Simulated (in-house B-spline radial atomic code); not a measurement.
**K⁻: RPA and GW calculation**

System: K⁻, configuration [Ar] 4s2.
Method: RPA, second-order and SOSEX correlation energies and G0W0 (contour deformation) on a non-relativistic mean field, all electrons, B-spline basis (in-house B-spline radial atomic code).

### Input
```
Z = 19
electrons = 20.0
configuration = [Ar] 4s2
hamiltonian = nr
method = hf
lmax = 9
spin_polarised = False
box_radius = 60.0
intervals = 55
ion_configuration = [Ar] 4s1
```

Hardware: 1 CPU thread, shared host.

Launched within a batch (the task file carries these settings):
```bash
python <driver script> task.json out
```

The program writes its results to a structured record and prints no log; tables and figures of this report are taken from that record.

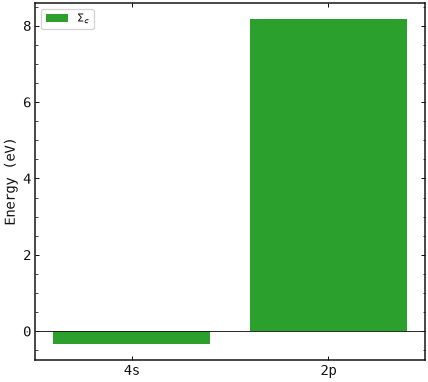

**Figure 1.** The G₀W₀ correction to each level (on Hartree–Fock the correlation self-energy alone) for K⁻ ([Ar] 4s²). All-electron spherical atom, non-relativistic, Hartree-Fock start, no spin-orbit coupling, Breit or QED terms; computed with a B-spline radial code. The quasi-particle equation is solved at full frequency; levels of low quasi-particle weight Z are left out. Σ columns are in eV, and Σc holds an estimate for the angular momenta beyond the basis. G₀W₀ moves the highest occupied level, 4s, from −0.28 to −0.61 eV (renormalisation factor Z = 0.84); the tabulated removal energy is 0.50 eV, so the error is +0.11 eV.

| Level | Mean field (eV) | Σc (eV) | Z | G₀W₀ (eV) |
| --- | --- | --- | --- | --- |
| 4s | −0.28 | −0.33 | 0.84 | −0.61 |
| 2p | −310.20 | 8.16 | 0.88 | −302.04 |

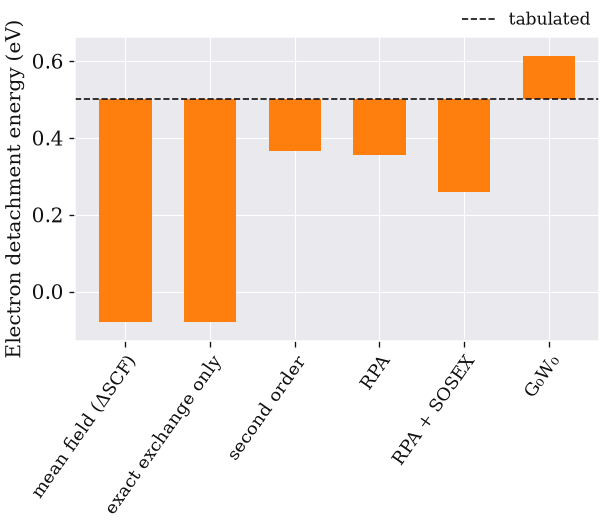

**Figure 2.** The electron detachment energy of K⁻ ([Ar] 4s² → [Ar] 4s) across levels of theory. Differences of total energies, each species on its own start, beside the G₀W₀ level. The values run from −0.080 eV (mean field (ΔSCF) and exact exchange only) to 0.614 eV (G₀W₀). The tabulated value is 0.501 eV; nearest to it come G₀W₀ (+0.113) and second order (−0.136), furthest exact exchange only (−0.582 eV).

| Method | Electron detachment energy (eV) |
| --- | --- |
| mean field (ΔSCF) | −0.080 |
| exact exchange only | −0.080 |
| second order | 0.365 |
| RPA | 0.355 |
| RPA + SOSEX | 0.259 |
| G₀W₀ | 0.614 |

### Results in brief

| quantity | value |
| --- | --- |
| outcome | converged |
| mean-field total energy | −599.16192 hartree |
| total energy with exact exchange alone | −599.16192 hartree |
| exact exchange energy | −32.71569 hartree |
| RPA correlation, extrapolated in the angular momentum of the empty orbitals | −1.02315 hartree |
| RPA correlation, as summed | −1.01606 hartree |
| direct second-order term | −1.14961 hartree |
| second-order exchange term | 0.39401 hartree |
| SOSEX term | 0.36285 hartree |
| wall time | 4.5 s |

### Notes

To bear in mind: anion configuration assumed; relativity is absent.
